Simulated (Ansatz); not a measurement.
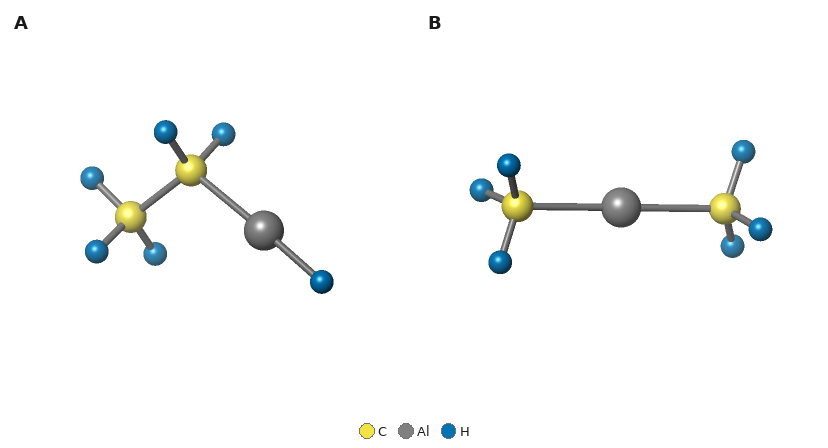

2 stationary structures of one formula. Charge +1, singlet. Geometries: PBE0-D4/def2-TZVP. Electronic energies: r2SCAN-D4/def2-TZVPP (Ansatz 0.2.0), without zero-point energy. No frequency run is at hand to confirm each as a minimum. Each is one conformer, not always the lowest.

> Which is lowest in energy, and by how much?

B is lowest; A lies 1.071 eV above it.
